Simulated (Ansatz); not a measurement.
**Fields on a plane of PbS (rock salt)**

```xyz
2
Lattice="0.0000 2.9872 2.9872 2.9872 0.0000 2.9872 2.9872 2.9872 0.0000" Properties=species:S:1:pos:R:3 pbc="T T T"
S      0.0000     0.0000     0.0000
Pb     2.9872     2.9872     2.9872
```

The slice is a {110} plane (indices of the conventional cell) through the point (0.000, 0.000, 0.000) (fractional), spanned by u = [100] and v = [1 -1 -1] in vectors of this cell: u (4.22 Å) and v (5.97 Å, at 90° to u). It covers one period; positions are fractions (u, v).

Atoms on it: S at (0.00, 0.00); Pb at (0.00, 0.50).

Calculation: r2SCAN (plane waves to 500 eV, PAW, scalar-relativistic; Ansatz, a quantum-chemistry and plane-wave program). k mesh 10×10×10. Inside the PAW spheres the values are not all-electron values, and peaks at nuclei hang on which shells count as valence. PbS was relaxed with its symmetry unable to fall. Spin-orbit coupling is left out, though Pb is heavy.

```
|xxxxxx+%@@@@@@@@%+xxxxx|
|xxxxxx*%@@@@@@@@%*xxxxx|
|xxxxx=#@@@@@@@@@@#=xxxx|
|xxxx-*%@@@@@@@@@@%*-xxx|
|xx.=*%@@@@@@@@@@@@%*=.x|
|==+#%@@@@@@@@@@@@@@%#+=|
|**##%@@@@@@@@@@@@@@%##*|
|++*##%%@@@@@@@@@@%%##*+|
|::-=+#%%@@@@@@@@%%#+=-:|
|   .-+*#%@@@@@@%#*+-.  |
|xx   :=*%%@@@@%%*=:   x|
|xxxx  :+#%@@@@%#+:  xxx|
|xxxxx  =*%@@@@%*=  xxxx|
|xxxxxx :*#%@@%#*: xxxxx|
|xxxxxx :+#%@@%#+: xxxxx|
|xxxxxx .+#%@@%#+. xxxxx|
|xxxxxx :+#%@@%#+: xxxxx|
|xxxxxx :*#%@@%#*: xxxxx|
|xxxxx  =*%@@@@%*=  xxxx|
|xxxx  :+#%@@@@%#+:  xxx|
|xx   :=*%%@@@@%%*=:   x|
|   .-+*#%@@@@@@%#*+-.  |
|::-=+#%%@@@@@@@@%%#+=-:|
|++*##%%@@@@@@@@@@%%##*+|
|**##%@@@@@@@@@@@@@@%##*|
|==+#%@@@@@@@@@@@@@@%#+=|
|xx.=*%@@@@@@@@@@@@%*=.x|
|xxxx-*%@@@@@@@@@@%*-xxx|
|xxxxx=#@@@@@@@@@@#=xxxx|
|xxxxxx*%@@@@@@@@%*xxxxx|
|xxxxxx+%@@@@@@@@%+xxxxx|
|xxxxxx=%@@@@@@@@%=xxxxx|
```
Scale: ten equal steps from -1.00 (start of ' ') to 7.35 (end of '@'), in the order ' .:-=+*#%@'. Values: electrostatic potential energy of an electron, from the cell's mean, in eV. The map has 23 points along u (one character each, u = 0 at the left) and 32 along v (v = 0 in the bottom row). Points within 1 Å of a nucleus are blanked (x), as the pseudised field means little there. Values under -1 eV are set to -1. The zero, the cell's mean, hangs on the PAW cores.

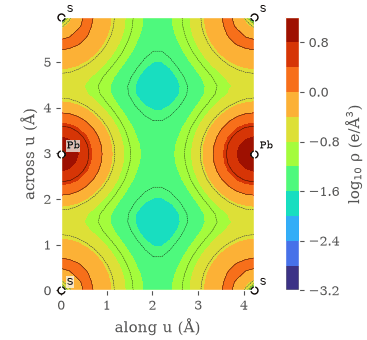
Figure: Log₁₀ of the valence density in e/Å³, one period of the plane, atoms marked. The scale is logarithmic, as a density can span decades between atoms and voids; values under 0.001 e/Å³ are set to 0.001.

Element round which the density of the highest valence band (whole band, smooth part) is largest on this plane: S.
